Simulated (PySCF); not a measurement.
## Run report: CH7BSi, saddle-point search (part 2 of 3)

CH7BSi, SMILES CB[SiH3]; HF/6-31G, RHF, dispersion D3(BJ), sfX2C (PySCF 2.14.0). 

Geometry of the input (Å):
```
C  -1.0879  0.9750  -0.5769
B  0.1120  0.0003  -0.6899
Si 1.0141  -0.8831  0.8848
H  -1.3157  0.9571  0.5050
H  -2.0021  0.6370  -1.0701
H  -0.8850  2.0183  -0.8242
H  0.5168  -0.2882  -1.7837
H  1.1542  -2.3541  0.6855
H  0.3249  -0.6542  2.1867
H  2.3937  -0.3208  0.9993
```

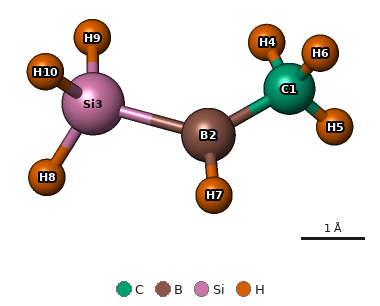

Figure 1. The structure as given in the input (ball-and-stick view, seen at a tilt; atoms are numbered from 1 in the order of the input).

### Log, continued
```
Geometry optimization cycle 8
Cartesian coordinates (Angstrom)
 Atom        New coordinates             dX        dY        dZ
   C  -1.145204   0.936436  -0.510855   -0.004905 -0.004542 -0.000628
   B   0.083685  -0.013411  -0.671940    0.011122  0.015798  0.003621
  Si   1.065381  -0.876857   0.887056    0.002861  0.001809  0.000919
   H  -1.573142   0.959294   0.481114   -0.002697 -0.003063  0.000362
   H  -1.923627   0.703220  -1.230577   -0.002012 -0.028337  0.002978
   H  -0.812292   1.946601  -0.753738   -0.025451 -0.000123 -0.011618
   H   0.499014  -0.226286  -1.765294    0.025880  0.035026  0.005110
   H   1.117396  -2.363717   0.725566   -0.038651 -0.000763  0.003514
   H   0.433181  -0.585977   2.210231    0.017141  0.020882  0.003763
   H   2.480607  -0.392023   0.944908    0.016712 -0.036684 -0.008019
converged SCF energy = -356.059485527491
--------------- DFsfX2C1eRHF_Scanner gradients ---------------
         x                y                z
0 C    -0.0002428757     0.0001737945     0.0001479213
1 B    -0.0001340034     0.0001729316    -0.0000369917
2 Si    -0.0000239740    -0.0000238983    -0.0000218456
3 H     0.0001439401    -0.0000802128     0.0000150853
4 H     0.0000896064    -0.0001324289    -0.0000546821
5 H     0.0001468585    -0.0000686083    -0.0000762533
6 H     0.0000352746    -0.0000408758     0.0000334565
7 H     0.0000173553     0.0000049313    -0.0000049842
8 H    -0.0000090137    -0.0000242108     0.0000021905
9 H    -0.0000231682     0.0000185774    -0.0000038967
----------------------------------------------
cycle 8: E = -356.059485527  dE = -4.24446e-06  norm(grad) = 0.000505874
Step    7 : Displace = 2.813e-02/4.516e-02 (rms/max) Trust = 3.000e-02 (=) Grad = 1.600e-04/3.333e-04 (rms/max) E (change) = -356.0594855275 (-4.244e-06) Quality = 0.565
Hessian Eigenvalues:  -2.592e-03 -1.903e-08 -5.054e-09  1.819e-08  5.076e-06  1.500e-05  3.013e-05
 1.467e-04  1.312e-02  4.285e-02  4.723e-02  5.850e-02    .....    3.581e-01  3.622e-01  3.837e-01

Geometry optimization cycle 9
Cartesian coordinates (Angstrom)
 Atom        New coordinates             dX        dY        dZ
   C  -1.148166   0.933097  -0.508929   -0.002962 -0.003339  0.001926
   B   0.095175   0.001889  -0.669815    0.011490  0.015300  0.002125
  Si   1.068295  -0.875673   0.886594    0.002914  0.001184 -0.000462
   H  -1.565421   0.965337   0.487104    0.007720  0.006043  0.005990
   H  -1.930068   0.666375  -1.213723   -0.006441 -0.036845  0.016855
   H  -0.843701   1.944800  -0.779026   -0.031409 -0.001801 -0.025289
   H   0.521375  -0.192021  -1.762509    0.022361  0.034265  0.002786
   H   1.091478  -2.363272   0.723096   -0.025918  0.000444 -0.002469
   H   0.443526  -0.574980   2.211082    0.010345  0.010997  0.000851
   H   2.492500  -0.418256   0.942607    0.011894 -0.026234 -0.002301
converged SCF energy = -356.05948277646
--------------- DFsfX2C1eRHF_Scanner gradients ---------------
         x                y                z
0 C    -0.0002886273     0.0001321964     0.0002858210
1 B    -0.0000418609     0.0000667137    -0.0001033514
2 Si    -0.0000716097     0.0000003710     0.0000078253
3 H     0.0001564023    -0.0000755241    -0.0000598177
4 H     0.0001219680    -0.0000412444    -0.0000214158
5 H     0.0001022194    -0.0001054200    -0.0001293293
6 H     0.0000208219     0.0000121363     0.0000283081
7 H     0.0000137966     0.0000054018    -0.0000115643
8 H    -0.0000018231    -0.0000124851     0.0000031591
9 H    -0.0000112871     0.0000178544     0.0000003651
----------------------------------------------
cycle 9: E = -356.059482776  dE = 2.75103e-06  norm(grad) = 0.000544029
Step    8 : Displace = 2.679e-02/4.207e-02 (rms/max) Trust = 3.000e-02 (=) Grad = 1.720e-04/4.272e-04 (rms/max) E (change) = -356.0594827765 (+2.751e-06) Quality = -1.704
Rejecting step - quality is lower than 0.0
Hessian Eigenvalues:  -2.592e-03 -1.903e-08 -5.054e-09  1.819e-08  5.076e-06  1.500e-05  3.013e-05
 1.467e-04  1.312e-02  4.285e-02  4.723e-02  5.850e-02    .....    3.581e-01  3.622e-01  3.837e-01

Geometry optimization cycle 10
Cartesian coordinates (Angstrom)
 Atom        New coordinates             dX        dY        dZ
   C  -1.144442   0.936891  -0.509793    0.003724  0.003794 -0.000864
   B   0.089176  -0.007039  -0.671398   -0.005999 -0.008928 -0.001583
  Si   1.065161  -0.878024   0.886960   -0.003133 -0.002351  0.000366
   H  -1.564032   0.968755   0.485361    0.001389  0.003418 -0.001743
   H  -1.927582   0.685254  -1.218491    0.002486  0.018879 -0.004769
   H  -0.825540   1.946470  -0.771701    0.018161  0.001670  0.007326
   H   0.508226  -0.212186  -1.764788   -0.013149 -0.020165 -0.002279
   H   1.107939  -2.364962   0.722843    0.016461 -0.001689 -0.000253
   H   0.432751  -0.585509   2.209659   -0.010776 -0.010529 -0.001423
   H   2.483339  -0.402362   0.947831   -0.009161  0.015894  0.005224
converged SCF energy = -356.059482848141
--------------- DFsfX2C1eRHF_Scanner gradients ---------------
         x                y                z
0 C    -0.0002202570     0.0001657179     0.0002470530
1 B    -0.0000325496     0.0000547535    -0.0001093590
2 Si    -0.0000700052     0.0000045240     0.0000108504
3 H     0.0001228767    -0.0000816906    -0.0000407097
4 H     0.0001028948    -0.0000545101    -0.0000114116
5 H     0.0000851864    -0.0000984235    -0.0001135808
6 H     0.0000137374    -0.0000003680     0.0000226792
7 H     0.0000145219     0.0000055560    -0.0000124424
8 H    -0.0000041337    -0.0000145244     0.0000037853
9 H    -0.0000122716     0.0000189652     0.0000031357
----------------------------------------------
cycle 10: E = -356.059482848  dE = -7.16813e-08  norm(grad) = 0.000476331
Step    9 : Displace = 1.323e-02/2.218e-02 (rms/max) Trust = 1.339e-02 (x) Grad = 1.506e-04/3.701e-04 (rms/max) E (change) = -356.0594828481 (+2.679e-06) Quality = -0.382
Rejecting step - quality is lower than 0.0
Hessian Eigenvalues:  -2.592e-03 -1.903e-08 -5.054e-09  1.819e-08  5.076e-06  1.500e-05  3.013e-05
 1.467e-04  1.312e-02  4.285e-02  4.723e-02  5.850e-02    .....    3.581e-01  3.622e-01  3.837e-01

Geometry optimization cycle 11
Cartesian coordinates (Angstrom)
 Atom        New coordinates             dX        dY        dZ
   C  -1.143823   0.937410  -0.510165    0.000619  0.000519 -0.000372
   B   0.085967  -0.011442  -0.672136   -0.003209 -0.004403 -0.000738
  Si   1.064820  -0.878112   0.886878   -0.000341 -0.000088 -0.000083
   H  -1.566237   0.966656   0.483978   -0.002204 -0.002099 -0.001384
   H  -1.926359   0.695071  -1.222597    0.001223  0.009817 -0.004105
   H  -0.817744   1.946777  -0.764514    0.007796  0.000307  0.007187
   H   0.501654  -0.221595  -1.765861   -0.006572 -0.009409 -0.001072
   H   1.116593  -2.364751   0.723234    0.008654  0.000211  0.000391
   H   0.429980  -0.588794   2.209120   -0.002770 -0.003285 -0.000539
   H   2.480146  -0.393939   0.948536   -0.003193  0.008424  0.000706
converged SCF energy = -356.059483674039
--------------- DFsfX2C1eRHF_Scanner gradients ---------------
         x                y                z
0 C    -0.0001348657     0.0001369755     0.0001620794
1 B    -0.0000262226     0.0000356300    -0.0000761089
2 Si    -0.0000551563    -0.0000010172     0.0000082433
3 H     0.0000898211    -0.0000613540    -0.0000184109
4 H     0.0000654097    -0.0000455293    -0.0000001277
5 H     0.0000540036    -0.0000695057    -0.0000890714
6 H     0.0000087787    -0.0000026206     0.0000165973
7 H     0.0000157991     0.0000044426    -0.0000120023
8 H    -0.0000066756    -0.0000155562     0.0000025523
9 H    -0.0000108921     0.0000185348     0.0000062489
----------------------------------------------
cycle 11: E = -356.059483674  dE = -8.25897e-07  norm(grad) = 0.00033144
Step   10 : Displace = 6.930e-03/1.207e-02 (rms/max) Trust = 6.616e-03 (x) Grad = 1.048e-04/2.514e-04 (rms/max) E (change) = -356.0594836740 (+1.853e-06) Quality = 0.531
Hessian Eigenvalues:  -7.346e-04 -5.800e-06 -1.900e-08 -5.053e-09  1.819e-08  9.724e-06  2.976e-05
 3.194e-05  1.313e-02  4.285e-02  4.725e-02  5.846e-02    .....    3.581e-01  3.622e-01  3.842e-01

Geometry optimization cycle 12
Cartesian coordinates (Angstrom)
 Atom        New coordinates             dX        dY        dZ
   C  -1.142530   0.938982  -0.510250    0.001293  0.001572 -0.000085
   B   0.083397  -0.014853  -0.672480   -0.002570 -0.003411 -0.000344
  Si   1.064036  -0.879143   0.886774   -0.000784 -0.001031 -0.000104
   H  -1.565059   0.969437   0.483903    0.001178  0.002781 -0.000074
   H  -1.926230   0.701117  -1.222883    0.000129  0.006046 -0.000286
   H  -0.811901   1.947290  -0.763145    0.005844  0.000513  0.001369
   H   0.495823  -0.229485  -1.766585   -0.005830 -0.007890 -0.000725
   H   1.125820  -2.365157   0.721608    0.009227 -0.000406 -0.001626
   H   0.425518  -0.595186   2.208410   -0.004463 -0.006392 -0.000711
   H   2.476125  -0.385725   0.951116   -0.004022  0.008214  0.002579
converged SCF energy = -356.05948295002
--------------- DFsfX2C1eRHF_Scanner gradients ---------------
         x                y                z
0 C    -0.0000446522     0.0001102904     0.0000810951
1 B    -0.0000162475     0.0000196415    -0.0000450402
2 Si    -0.0000415454    -0.0000079689     0.0000042210
3 H     0.0000486053    -0.0000387774     0.0000068727
4 H     0.0000278778    -0.0000389565     0.0000094839
5 H     0.0000236666    -0.0000427497    -0.0000637628
6 H     0.0000031349    -0.0000073730     0.0000071087
7 H     0.0000167096     0.0000037687    -0.0000111935
8 H    -0.0000088689    -0.0000158354     0.0000013920
9 H    -0.0000086803     0.0000179604     0.0000098232
----------------------------------------------
cycle 12: E = -356.05948295  dE = 7.24019e-07  norm(grad) = 0.000198319
Step   11 : Displace = 6.637e-03/1.034e-02 (rms/max) Trust = 6.616e-03 (=) Grad = 6.271e-05/1.440e-04 (rms/max) E (change) = -356.0594829500 (+7.240e-07) Quality = 0.934
Hessian Eigenvalues:  -3.461e-04 -1.903e-08 -5.054e-09  1.819e-08  4.960e-06  1.457e-05  3.013e-05
 1.377e-04  1.313e-02  4.285e-02  4.725e-02  5.844e-02    .....    3.581e-01  3.622e-01  3.841e-01

Geometry optimization cycle 13
Cartesian coordinates (Angstrom)
 Atom        New coordinates             dX        dY        dZ
   C  -1.138260   0.945194  -0.509162    0.004271  0.006212  0.001088
   B   0.086744  -0.009946  -0.671264    0.003347  0.004907  0.001215
  Si   1.059655  -0.885931   0.886286   -0.004381 -0.006789 -0.000488
   H  -1.555754   0.983345   0.486821    0.009305  0.013908  0.002917
   H  -1.925508   0.697755  -1.214954    0.000722 -0.003362  0.007929
   H  -0.812706   1.951730  -0.774462   -0.000805  0.004440 -0.011317
   H   0.501835  -0.220173  -1.765261    0.006012  0.009312  0.001324
   H   1.122569  -2.370703   0.710925   -0.003251 -0.005547 -0.010683
   H   0.415081  -0.611293   2.206944   -0.010437 -0.016107 -0.001466
   H   2.471348  -0.392680   0.960613   -0.004777 -0.006955  0.009497
converged SCF energy = -356.059479539049
--------------- DFsfX2C1eRHF_Scanner gradients ---------------
         x                y                z
0 C    -0.0000374708     0.0001048834     0.0000919171
1 B    -0.0000020637     0.0000320894    -0.0000479016
2 Si    -0.0000433399    -0.0000142372     0.0000003773
3 H     0.0000284927    -0.0000245782     0.0000082010
4 H     0.0000268606    -0.0000460609     0.0000044705
5 H     0.0000246313    -0.0000448600    -0.0000571791
6 H     0.0000007988    -0.0000150651    -0.0000015963
7 H     0.0000162945     0.0000049510    -0.0000102138
8 H    -0.0000077605    -0.0000142915     0.0000014166
9 H    -0.0000064430     0.0000171690     0.0000105081
----------------------------------------------
cycle 13: E = -356.059479539  dE = 3.41097e-06  norm(grad) = 0.000194514
Step   12 : Displace = 9.839e-03/1.710e-02 (rms/max) Trust = 9.356e-03 (+) Grad = 6.151e-05/1.444e-04 (rms/max) E (change) = -356.0594795390 (+3.411e-06) Quality = 0.970
Hessian Eigenvalues:  -1.407e-04 -9.217e-06 -1.900e-08 -5.053e-09  1.819e-08  1.036e-05  3.009e-05
 9.578e-05  1.314e-02  4.285e-02  4.725e-02  5.844e-02    .....    3.581e-01  3.622e-01  3.841e-01

Geometry optimization cycle 14
Cartesian coordinates (Angstrom)
 Atom        New coordinates             dX        dY        dZ
   C  -1.146561   0.934469  -0.509864   -0.008301 -0.010724 -0.000702
   B   0.077518  -0.022141  -0.670915   -0.009226 -0.012195  0.000349
  Si   1.072416  -0.869894   0.888361    0.012761  0.016037  0.002075
   H  -1.543243   1.000255   0.493095    0.012511  0.016910  0.006274
   H  -1.947595   0.661244  -1.190507   -0.022087 -0.036511  0.024447
   H  -0.833116   1.933789  -0.813440   -0.020410 -0.017941 -0.038978
   H   0.477954  -0.251045  -1.766640   -0.023881 -0.030872 -0.001379
   H   1.156868  -2.355275   0.728885    0.034299  0.015428  0.017960
   H   0.433747  -0.589988   2.210773    0.018666  0.021305  0.003829
   H   2.476976  -0.354270   0.946632    0.005628  0.038410 -0.013981
converged SCF energy = -356.059474780303
--------------- DFsfX2C1eRHF_Scanner gradients ---------------
         x                y                z
0 C    -0.0000481511     0.0001049389     0.0001128906
1 B     0.0000021339     0.0000218336    -0.0000522038
2 Si    -0.0000390195    -0.0000125504     0.0000028596
3 H     0.0000247295    -0.0000222824    -0.0000114665
4 H     0.0000293258    -0.0000384317     0.0000055424
5 H     0.0000254932    -0.0000474645    -0.0000576026
6 H     0.0000012322    -0.0000133709     0.0000000972
7 H     0.0000162762     0.0000048375    -0.0000105961
8 H    -0.0000061158    -0.0000138567     0.0000013324
9 H    -0.0000059045     0.0000163466     0.0000091468
----------------------------------------------
cycle 14: E = -356.05947478  dE = 4.75875e-06  norm(grad) = 0.000204928
Step   13 : Displace = 1.386e-02/2.209e-02 (rms/max) Trust = 1.323e-02 (+) Grad = 6.480e-05/1.615e-04 (rms/max) E (change) = -356.0594747803 (+4.759e-06) Quality = 0.985
Hessian Eigenvalues:  -1.242e-04 -1.901e-08 -5.053e-09  1.819e-08  2.718e-06  1.623e-05  3.009e-05
 9.281e-05  1.314e-02  4.285e-02  4.725e-02  5.844e-02    .....    3.581e-01  3.622e-01  3.841e-01

Geometry optimization cycle 15
Cartesian coordinates (Angstrom)
 Atom        New coordinates             dX        dY        dZ
   C  -1.147671   0.933704  -0.510013   -0.001111 -0.000766 -0.000149
   B   0.079084  -0.020002  -0.668839    0.001566  0.002139  0.002077
  Si   1.076165  -0.866600   0.889664    0.003749  0.003294  0.001303
   H  -1.524989   1.025874   0.498360    0.018254  0.025619  0.005265
   H  -1.960138   0.628510  -1.163765   -0.012543 -0.032733  0.026742
   H  -0.855171   1.926088  -0.853239   -0.022055 -0.007701 -0.039800
   H   0.477437  -0.251020  -1.764936   -0.000516  0.000025  0.001704
   H   1.155843  -2.352608   0.733289   -0.001026  0.002667  0.004404
   H   0.442066  -0.581885   2.213235    0.008318  0.008102  0.002462
   H   2.482351  -0.354922   0.942631    0.005375 -0.000652 -0.004001
converged SCF energy = -356.059470459873
--------------- DFsfX2C1eRHF_Scanner gradients ---------------
         x                y                z
0 C     0.0000343654    -0.0000399900    -0.0000564784
1 B     0.0000131339    -0.0000290276     0.0000566090
2 Si     0.0000038226    -0.0000150017    -0.0000055092
3 H     0.0000142967     0.0000232317     0.0000199503
4 H    -0.0000275947     0.0000304740     0.0000171789
5 H    -0.0000294040     0.0000142004    -0.0000285106
6 H    -0.0000095703     0.0000178951    -0.0000050224
7 H     0.0000127892    -0.0000003436    -0.0000069741
8 H    -0.0000107639    -0.0000110182    -0.0000036194
9 H    -0.0000010751     0.0000095799     0.0000123758
----------------------------------------------
cycle 15: E = -356.05947046  dE = 4.32043e-06  norm(grad) = 0.000128887
Step   14 : Displace = 1.906e-02/3.439e-02 (rms/max) Trust = 1.871e-02 (+) Grad = 4.076e-05/7.727e-05 (rms/max) E (change) = -356.0594704599 (+4.320e-06) Quality = 0.993
Hessian Eigenvalues:  -1.767e-04 -1.901e-08 -5.053e-09  1.819e-08  1.430e-05  1.766e-05  3.009e-05
 9.313e-05  1.314e-02  4.285e-02  4.725e-02  5.844e-02    .....    3.581e-01  3.622e-01  3.841e-01

Geometry optimization cycle 16
Cartesian coordinates (Angstrom)
 Atom        New coordinates             dX        dY        dZ
   C  -1.156833   0.922202  -0.510981   -0.009161 -0.011502 -0.000968
   B   0.085011  -0.012492  -0.666430    0.005928  0.007511  0.002409
  Si   1.086887  -0.853221   0.892113    0.010722  0.013380  0.002449
   H  -1.513150   1.042745   0.501866    0.011839  0.016871  0.003506
   H  -1.976011   0.565346  -1.130415   -0.015873 -0.063165  0.033350
   H  -0.904167   1.906487  -0.903473   -0.048996 -0.019601 -0.050234
   H   0.487516  -0.238022  -1.762210    0.010079  0.012998  0.002726
   H   1.169917  -2.339303   0.737596    0.014075  0.013305  0.004307
   H   0.453990  -0.568334   2.216205    0.011925  0.013551  0.002970
   H   2.491880  -0.338139   0.942225    0.009529  0.016784 -0.000406
converged SCF energy = -356.059466557152
--------------- DFsfX2C1eRHF_Scanner gradients ---------------
         x                y                z
0 C    -0.0000770337    -0.0000088344     0.0000802513
1 B     0.0000205055    -0.0000126312     0.0000245985
2 Si     0.0000051383    -0.0000157162    -0.0000084610
3 H     0.0000235572     0.0000283316    -0.0000265143
4 H     0.0000198368     0.0000108713    -0.0000195841
5 H     0.0000130563    -0.0000189948    -0.0000391100
6 H    -0.0000100116     0.0000175691    -0.0000096283
7 H     0.0000111370    -0.0000010552    -0.0000039604
8 H    -0.0000061418    -0.0000057909    -0.0000045583
9 H    -0.0000000441     0.0000062508     0.0000069665
----------------------------------------------
cycle 16: E = -356.059466557  dE = 3.90272e-06  norm(grad) = 0.000140788
Step   15 : Displace = 2.670e-02/4.725e-02 (rms/max) Trust = 2.646e-02 (+) Grad = 4.452e-05/1.116e-04 (rms/max) E (change) = -356.0594665572 (+3.903e-06) Quality = 0.940
Hessian Eigenvalues:  -2.144e-04 -1.901e-08 -5.052e-09  1.819e-08  1.565e-05  2.525e-05  3.009e-05
 8.309e-05  1.314e-02  4.285e-02  4.725e-02  5.843e-02    .....    3.581e-01  3.622e-01  3.841e-01
```
